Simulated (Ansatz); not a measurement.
A series of calculations on HF

**1. Relaxation**

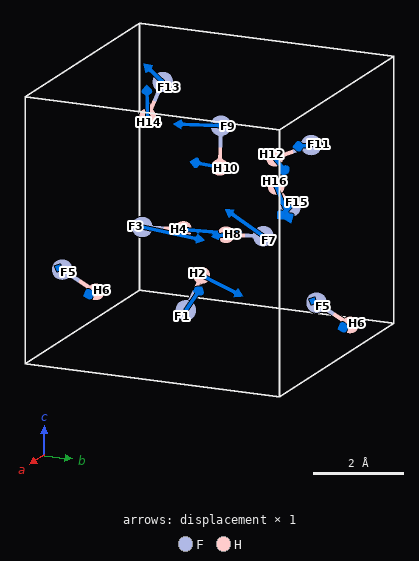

A relaxation of an amorphous cell of composition HF. The starting structure is drawn; blue arrows show the displacements, at their true length.

A ball-and-stick model of the cell of the calculation, seen from a free direction.

The cell holds 8 HF. The run prepares the start of a later molecular dynamics calculation, from a guessed geometry.

All numbers below come from Ansatz 0.2.0, DFT PBE-D3(BJ), scalar-relativistic, plane waves, PAW.

Input
```yaml
crystal:
  lattice:
    - [6.255622, 0.0, 0.0]
    - [0.0, 6.255622, 0.0]
    - [0.0, 0.0, 6.255622]
  atoms:
    - { symbol: F, position: [0.8034103, 0.5434367, 0.2135845] }
    - { symbol: H, position: [0.6959879, 0.5576542, 0.3162748] }
    - { symbol: F, position: [0.0811494, 0.0471682, 0.2648051] }
    - { symbol: H, position: [0.0057426, 0.1752393, 0.2507121] }
    - { symbol: F, position: [0.5330554, -0.0644794, 0.2161375] }
    - { symbol: H, position: [0.535926, 0.0693553, 0.1500541] }
    - { symbol: F, position: [0.2938569, 0.6191709, 0.3600535] }
    - { symbol: H, position: [0.4045549, 0.5219031, 0.3839682] }
    - { symbol: F, position: [0.0537631, 0.3443823, 0.6736837] }
    - { symbol: H, position: [0.0904783, 0.3563214, 0.529474] }
    - { symbol: F, position: [0.3980821, 0.8541824, 0.7592974] }
    - { symbol: H, position: [0.5112153, 0.7613066, 0.7299381] }
    - { symbol: F, position: [0.4591723, 0.2980437, 0.9434761] }
    - { symbol: H, position: [0.4605514, 0.238959, 0.8063846] }
    - { symbol: F, position: [0.7557649, 0.9341715, 0.6373932] }
    - { symbol: H, position: [0.8626827, 0.9249348, 0.7411731] }
basis:
  ecutwfc: 420.0
kpoints:
  mp_grid: { grid: [1, 1, 1] }
hamiltonian:
  xc: pbe
  dispersion: d3bj
scf:
  occupations: { method: fermi_dirac, width: 0.02 }
  lower_state_search: "off"
relax:
  f_tol: 0.3
  max_steps: 15
  adjacent_minimum: "off"
output:
  write_density: true
  write_potential: true
  elf: true
  volumetric_format: npy
```

Run as
```bash
ansatz run input.yaml --threads 1 --pin off --max-ram 3072MiB --backend cpu --events-out ev --progress --plain --runs-dir out
```

> What happened in the run?

The atom that moves furthest is F3 (1.52 Å along [−2 3 −1]). By element the largest moves are F 1.52 Å, H 1.50 Å. The cell stays as it was. Some distances before and after: F1–H2 0.934 → 1.001 Å, F5–H6 0.934 → 0.974 Å, F13–H14 0.934 → 0.959 Å, F11–H12 0.934 → 0.951 Å. The energy falls by 2.558 eV per cell of the calculation in 12 geometry steps. The largest force component goes from 0.74 to 0.22 eV/Å.

Limits of the set-up: the periodic images lie only 6.3 Å apart, so the values are limited by the cell's size.

**2. Dynamics**

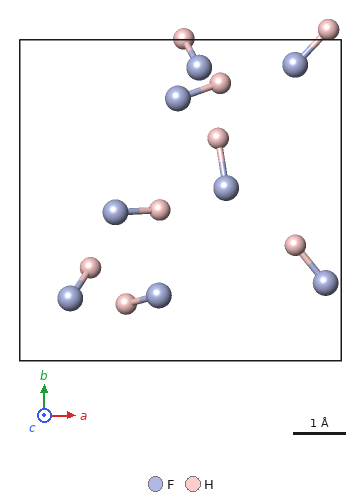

Starting frame of a dynamics run of a periodic cell with 8 HF at 1.086 g/cm³. A ball-and-stick model of the simulation cell, seen along the c axis.

Method: DFT PBE-D3(BJ), scalar-relativistic, plane waves, PAW (Ansatz).

Input file:
```yaml
crystal:
  lattice:
    - [6.255622, 0.0, 0.0]
    - [0.0, 6.255622, 0.0]
    - [0.0, 0.0, 6.255622]
  atoms:
    - { symbol: F, position: [0.64215878, 0.53807564, 0.26217714] }
    - { symbol: H, position: [0.61729248, 0.69263348, 0.22880762] }
    - { symbol: F, position: [-0.04808342, 0.24260612, 0.20148269] }
    - { symbol: H, position: [-0.14218511, 0.3599672, 0.21290497] }
    - { symbol: F, position: [0.55827216, -0.08687053, 0.23526145] }
    - { symbol: H, position: [0.51057012, 0.00282556, 0.11725125] }
    - { symbol: F, position: [0.29748941, 0.46257569, 0.44811547] }
    - { symbol: H, position: [0.43557584, 0.46984938, 0.3770117] }
    - { symbol: F, position: [0.15677697, 0.19442083, 0.69020008] }
    - { symbol: H, position: [0.21975387, 0.29004151, 0.57927036] }
    - { symbol: F, position: [0.49205227, 0.81713306, 0.77297068] }
    - { symbol: H, position: [0.62393171, 0.86432681, 0.71369602] }
    - { symbol: F, position: [0.43264684, 0.20364065, 0.99910819] }
    - { symbol: H, position: [0.33095061, 0.17709411, 0.88746715] }
    - { symbol: F, position: [0.85715562, 0.92187132, 0.61403918] }
    - { symbol: H, position: [0.96103534, 1.03155917, 0.63664603] }
basis:
  ecutwfc: 420.0
kpoints:
  mp_grid: { grid: [1, 1, 1] }
hamiltonian:
  xc: pbe
  dispersion: d3bj
scf:
  occupations: { method: fermi_dirac, width: 0.02 }
  lower_state_search: "off"
md:
  timestep: 0.5
  n_steps: 300
  ensemble: nvt_langevin
  temperature: 300.0
  initial_velocities: maxwell_boltzmann
  seed: 57846
  friction: 0.02
```

Run as
```bash
ansatz run input.yaml --threads 1 --pin off --max-ram 3072MiB --backend cpu --events-out ev --progress --plain --runs-dir out
```

Predict how the run goes.

Answer. The mean temperature in the second half is 270 K (standard deviation 33 K). The potential energy is still drifting at the end, so the run hasn't reached equilibrium. The potential energy in the second half lies on average 26.1 meV per atom above the first frame. In the second half of the run the atoms are, in the root-mean-square, this far from where they began (common drift taken out): F 0.33 Å, H 0.28 Å. The heavy atoms stay within a fraction of a molecule's size of their starting places; so short a run doesn't tell a liquid from a solid.

Along the run (each row but the first and the last is the mean over the interval that it begins):

```
time (fs)  potential energy (meV/atom)  T (K)
      0.0                          0.0    281
     15.0                         14.2    212
     30.0                         17.3    185
     45.0                         22.7    172
     60.0                         23.9    261
     75.0                         28.8    235
     90.0                         29.6    287
    105.0                         26.3    270
    120.0                         23.7    285
    135.0                         22.3    273
    150.0                         20.7    280
```

The paths of the atoms:

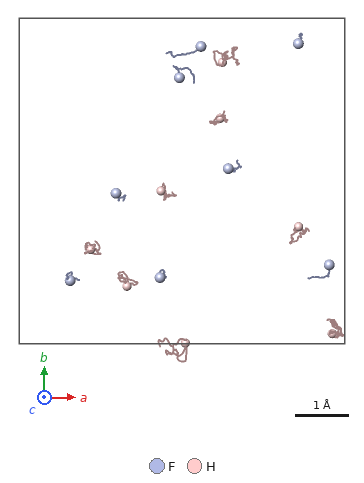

Limits of the set-up: the periodic images lie only 6.3 Å apart, so the values are limited by the cell's size.

**3. Dynamics**

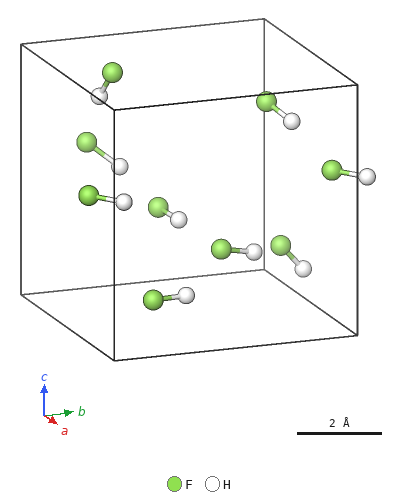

Starting frame of a dynamics run of a periodic cell with 8 HF at 1.086 g/cm³. It starts from the last geometry of an earlier run, with fresh velocities. A ball-and-stick model of the simulation cell, seen slightly off an axis.

Level of theory: DFT PBE-D3(BJ), scalar-relativistic, plane waves, PAW (Ansatz).

Input
```yaml
crystal:
  lattice:
    - [6.255622, 0.0, 0.0]
    - [0.0, 6.255622, 0.0]
    - [0.0, 0.0, 6.255622]
  atoms:
    - { symbol: F, position: [0.65793096, 0.57109425, 0.2978506] }
    - { symbol: H, position: [0.61669014, 0.72117888, 0.26043134] }
    - { symbol: F, position: [-0.12654548, 0.2089358, 0.18827158] }
    - { symbol: H, position: [-0.15607953, 0.35566781, 0.18381623] }
    - { symbol: F, position: [0.43709198, -0.09988522, 0.22127467] }
    - { symbol: H, position: [0.42047261, -0.00104915, 0.11353387] }
    - { symbol: F, position: [0.30714233, 0.44629721, 0.38492473] }
    - { symbol: H, position: [0.45683914, 0.47322829, 0.37185162] }
    - { symbol: F, position: [0.17275072, 0.20388419, 0.63369795] }
    - { symbol: H, position: [0.21841434, 0.32224447, 0.53652443] }
    - { symbol: F, position: [0.52460384, 0.80804718, 0.82724232] }
    - { symbol: H, position: [0.65377036, 0.86235882, 0.7770359] }
    - { symbol: F, position: [0.41355704, 0.21733606, 0.97360082] }
    - { symbol: H, position: [0.31588405, 0.20096653, 0.85467507] }
    - { symbol: F, position: [0.85319952, 0.95136518, 0.62582247] }
    - { symbol: H, position: [0.96690856, 1.05263145, 0.61909985] }
basis:
  ecutwfc: 420.0
kpoints:
  mp_grid: { grid: [1, 1, 1] }
hamiltonian:
  xc: pbe
  dispersion: d3bj
scf:
  occupations: { method: fermi_dirac, width: 0.02 }
  lower_state_search: "off"
md:
  timestep: 0.5
  n_steps: 400
  ensemble: nvt_langevin
  temperature: 300.0
  initial_velocities: maxwell_boltzmann
  seed: 540891
  friction: 0.005
```

Command:
```bash
ansatz run input.yaml --threads 1 --pin off --max-ram 3072MiB --backend cpu --events-out ev --progress --plain --runs-dir out
```

Predict how the run goes.

The mean temperature in the second half is 240 K (standard deviation 38 K). The potential energy in the second half lies on average 2.5 meV per atom above the first frame. Root-mean-square distances from the starting positions over the second half, with the common drift of all atoms taken out: F 0.66 Å, H 0.66 Å. The heavy atoms stay within a fraction of a molecule's size of their starting places; so short a run doesn't tell a liquid from a solid.

Along the run (each row but the first and the last is the mean over the interval that it begins):

| time (fs) | potential energy (meV/atom) | T (K) |
| --- | --- | --- |
| 0.0 | 0.0 | 281 |
| 33.0 | -0.2 | 296 |
| 66.0 | -1.0 | 327 |
| 99.0 | 3.7 | 273 |
| 132.0 | 5.1 | 225 |
| 165.0 | -1.1 | 225 |
| 198.0 | -1.9 | 207 |

The paths of the atoms:

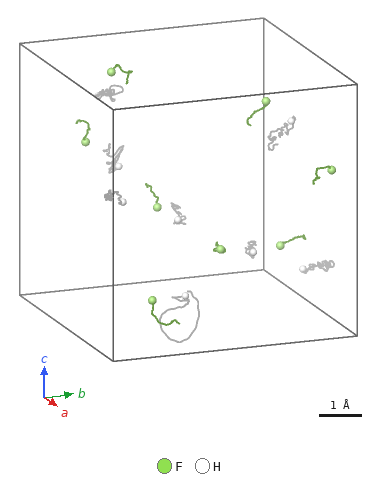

Limits of the set-up: the periodic images lie only 6.3 Å apart, so the values are limited by the cell's size.

The run took 5.5 min on 1 thread of Arm Neoverse V2 (shared host), peak memory 0.36 GiB.
